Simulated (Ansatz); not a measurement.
Input

```
crystal:
  lattice:
    - [4.1929989158, -6.0979789249, 0.0]
    - [4.1929989158, 6.0979789249, 0.0]
    - [0.0, 0.0, 9.0005370027]
  atoms:
    - { symbol: La, position: [0.25, 0.25, 0.1920984912] }
    - { symbol: La, position: [0.75, 0.25, 0.6920984912] }
    - { symbol: La, position: [0.75, 0.75, 0.1920984912] }
    - { symbol: La, position: [0.25, 0.75, 0.6920984912] }
    - { symbol: La, position: [0.75, 0.25, 0.3079015088] }
    - { symbol: La, position: [0.25, 0.25, 0.8079015088] }
    - { symbol: La, position: [0.25, 0.75, 0.3079015088] }
    - { symbol: La, position: [0.75, 0.75, 0.8079015088] }
    - { symbol: Al, position: [0.0, 0.5, 0.0] }
    - { symbol: C, position: [0.5050253867, 0.5040561853, 0.5009735339] }
    - { symbol: Al, position: [0.5, 0.0, 0.0] }
    - { symbol: Al, position: [0.0, 0.0, 0.5] }
    - { symbol: Co, position: [0.8549244618, 0.1450755382, 0.0] }
    - { symbol: Co, position: [0.3549244618, 0.1450755382, 0.5] }
    - { symbol: Co, position: [0.3549244618, 0.6450755382, 0.0] }
    - { symbol: Co, position: [0.8564638157, 0.6505347137, 0.5006482669] }
    - { symbol: Co, position: [0.6450755382, 0.3549244618, 0.0] }
    - { symbol: Co, position: [0.1418131799, 0.3593642801, 0.4962952641] }
    - { symbol: Co, position: [0.1450755382, 0.8549244618, 0.0] }
    - { symbol: Co, position: [0.6450755382, 0.8549244618, 0.5] }
    - { symbol: Al, position: [-0.0004908208, 0.5026530973, 0.503054992] }
    - { symbol: C, position: [0.5, 0.5, 0.0] }
    - { symbol: C, position: [0.5, 0.0, 0.5] }
    - { symbol: C, position: [0.0, 0.0, 0.0] }
basis:
  ecutwfc: 420
  xc_grid: 2
kpoints:
  mp_grid: { grid: [3, 3, 3], shift: [0.0, 0.0, 0.0] }
hamiltonian:
  xc: pbe
scf:
  occupations: { method: gaussian, width: 0.05 }
output:
  forces: true
  stress: false
  eigenvalues: true
  write_density: true
  write_potential: true
  elf: true
  volumetric_format: npy
relax:
  adjacent_minimum: "off"
  f_tol: 0.03
  max_steps: 40
```

Command:

```sh
ansatz run input.yaml --threads 8 --pin off --max-ram 14336MiB --backend cpu --events-out ev --progress --plain --runs-dir out
```

The fields are those of the run's last geometry, not of the input's.

Computed without spin polarisation.

These are results of DFT PBE, scalar-relativistic, plane waves, PAW in Ansatz 0.2.0, not measurements.

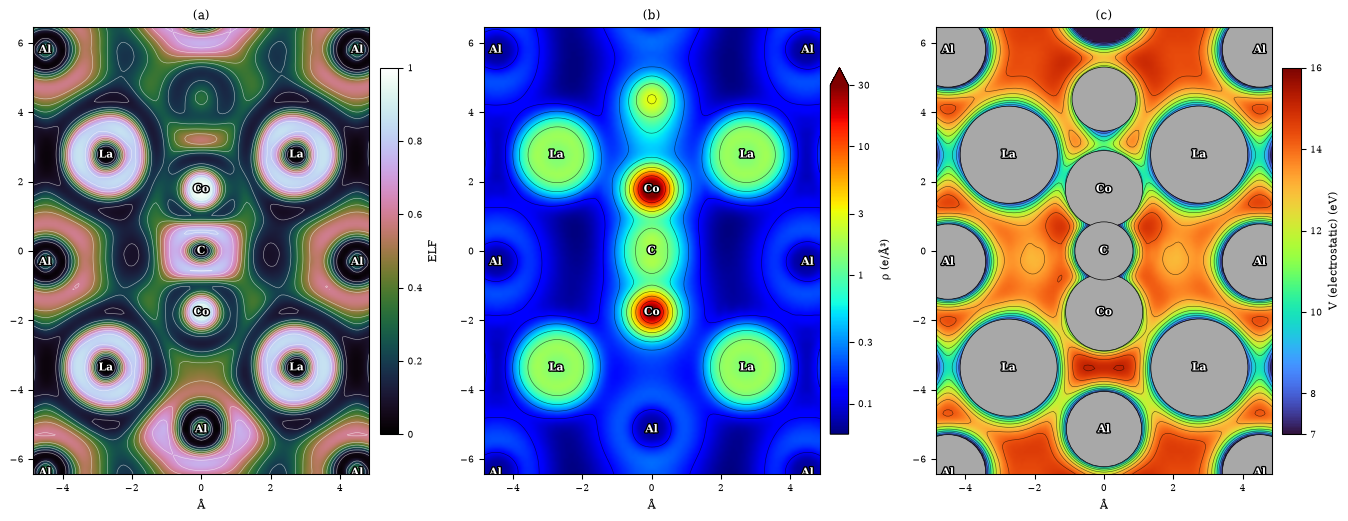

La₂AlCo₂C (cell with a defect). (a) ELF; (b) valence electron density; (c) electrostatic potential energy of an electron on the (110) plane of the calculation cell. Grey discs cover the atomic cores in the potential map.

The density is the valence pseudo-density of a PAW calculation; it isn't the true density close to the nuclei.

> What do the fields say about this system?

The section cuts through La, Al, Co and C sites.
Atoms just off the plane (C, 0.9 Å away and Co, 0.6 Å away) can leave unmarked features too.
Between the atoms the lowest density in this plane is 0.06 e/Å³.
The features right at La and Co lie inside the PAW spheres, where the map follows smoothed inner orbitals and isn't to be read closely.
Outside the cores the potential energy rises away from the atoms and is highest about 1.7 Å from the nearest atoms; its zero is arbitrary.

> Does the calculation make it a metal, or give it a gap?

It is gapless in this calculation (a metal or semimetal).
